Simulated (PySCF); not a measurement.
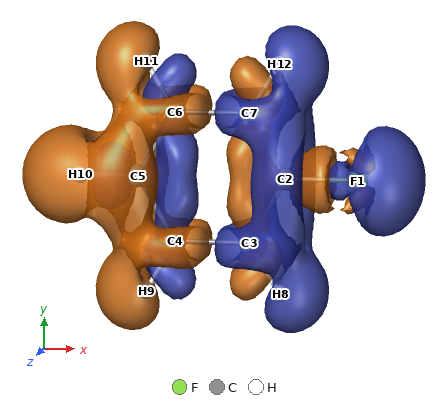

Figure. C₆H₅F, SMILES `Fc1ccccc1`. Change of the electron density in a uniform field of 0.26 V/Å, surfaces at ±0.0015 e/Å³ (orange: gain, blue: loss).

Method: B3LYP/def2-SVPD; geometry: GFN2-xTB; program: PySCF. No frequency check shows the geometry to be a minimum.

Coordinates in Å:

```
F1       2.2747    0.0001    0.0000
C2       0.9240   -0.0001    0.0000
C3       0.2549   -1.2101    0.0000
C4      -1.1292   -1.2007    0.0000
C5      -1.8196    0.0000    0.0000
C6      -1.1292    1.2007    0.0000
C7       0.2549    1.2101    0.0000
H8       0.8146   -2.1322    0.0000
H9      -1.6687   -2.1357    0.0000
H10     -2.8990    0.0003    0.0000
H11     -1.6687    2.1357    0.0000
H12      0.8146    2.1322    0.0000
```

The field was applied in both directions; the picture shows the one opposite to the script's first.

> Along which Cartesian direction does the field point?

Along +x: electrons gather on the −x side, against the field.

> What dipole is induced, and what polarisability does it imply?

The induced dipole is 1.03 D (along the field); α along this axis, from the fields in both directions, is 81 bohr³ (12.0 Å³).
